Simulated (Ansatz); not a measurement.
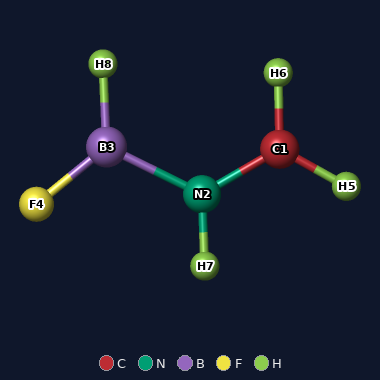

The system is CH₄BFN, charge +1; the picture shows the reference structure. 
- First axis: umbrella angle at B3 (between each of its bonds and their common axis; 90 is planar). Second axis: change of the bonds B3–N2, B3–F4, B3–H8, all alike.
- Nothing is relaxed (all other coordinates rigid).
- The grid has 13 × 13 points; 138 points were computed and 31 follow by symmetry.
- Points are written as (first, second).
- All energies are given in kJ/mol relative to the lowest grid point.
- The calculation used RKS PBE-D4/def2-TZVP in Ansatz 0.2.0.

Its coordinates:

```json
{"atom": "C", "x (Å)": "0.6603", "y (Å)": "0.9519", "z (Å)": "-0.4168"}
{"atom": "N", "x (Å)": "0.4257", "y (Å)": "-0.1549", "z (Å)": "0.1992"}
{"atom": "B", "x (Å)": "-0.9511", "y (Å)": "-0.8127", "z (Å)": "0.2605"}
{"atom": "F", "x (Å)": "-0.9860", "y (Å)": "-1.9251", "z (Å)": "0.9285"}
{"atom": "H", "x (Å)": "1.6666", "y (Å)": "1.3815", "z (Å)": "-0.4306"}
{"atom": "H", "x (Å)": "-0.1635", "y (Å)": "1.4597", "z (Å)": "-0.9287"}
{"atom": "H", "x (Å)": "1.2135", "y (Å)": "-0.6189", "z (Å)": "0.6756"}
{"atom": "H", "x (Å)": "-1.8654", "y (Å)": "-0.2813", "z (Å)": "-0.2877"}
```

Range: umbrella angle at B3 (between each of its bonds and their common axis; 90 is planar) from 66 to 114°; change of the bonds B3–N2, B3–F4, B3–H8, all alike from −0.147 to 0.228 Å.

What landscape does the calculation give?

The lowest grid point is at (90°, 0.009 Å). It is the only kind of minimum in the scanned range. The highest grid point, (114°, −0.147 Å), lies 363 kJ/mol above the lowest. Round the minimum the two coordinates are nearly uncoupled.

| second ↓, first → | 66 | 70 | 74 | 78 | 82 | 86 | 90 | 94 | 98 | 102 | 106 | 110 | 114 |
| --- | --- | --- | --- | --- | --- | --- | --- | --- | --- | --- | --- | --- | --- |
| 0.228 | 282 | 248 | 221 | 200 | 186 | 177 | 174 | 177 | 186 | 200 | 221 | 248 | 282 |
| 0.196 | 249 | 213 | 185 | 163 | 148 | 139 | 136 | 139 | 148 | 163 | 185 | 213 | 249 |
| 0.165 | 221 | 183 | 153 | 130 | 114 | 105 | 102 | 105 | 114 | 130 | 153 | 183 | 221 |
| 0.134 | 197 | 156 | 125 | 101 | 84 | 74 | 71 | 74 | 84 | 101 | 125 | 156 | 197 |
| 0.103 | 177 | 134 | 101 | 76 | 58 | 47 | 44 | 47 | 58 | 76 | 101 | 134 | 177 |
| 0.071 | 163 | 117 | 82 | 55 | 37 | 26 | 22 | 26 | 37 | 55 | 82 | 117 | 163 |
| 0.040 | 156 | 108 | 70 | 42 | 23 | 11 | 7 | 11 | 23 | 42 | 70 | 108 | 156 |
| 0.009 | 158 | 107 | 67 | 37 | 16 | 4 | 0 | 4 | 16 | 37 | 67 | 107 | 158 |
| −0.022 | 170 | 115 | 73 | 41 | 19 | 6 | 2 | 6 | 19 | 41 | 73 | 115 | 170 |
| −0.054 | 194 | 136 | 91 | 58 | 34 | 21 | 16 | 21 | 34 | 58 | 91 | 136 | 194 |
| −0.085 | 233 | 171 | 123 | 87 | 62 | 48 | 43 | 48 | 62 | 87 | 123 | 171 | 233 |
| −0.116 | 288 | 222 | 170 | 133 | 106 | 91 | 86 | 91 | 106 | 133 | 170 | 222 | 288 |
| −0.147 | 363 | 292 | 237 | 197 | 169 | 153 | 147 | 153 | 169 | 197 | 237 | 292 | 363 |

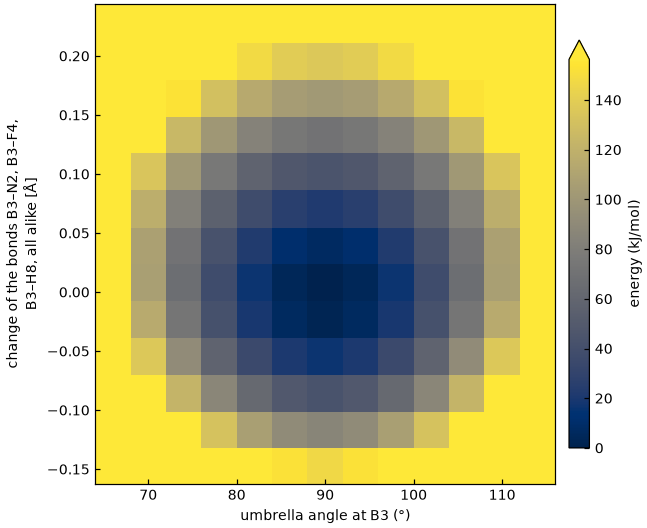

The picture shows one coloured cell a grid point, one colour for all values above the top of the scale.

Time for the 138 points that were run: 7 min on 1 thread of Arm Neoverse V2 (shared host).
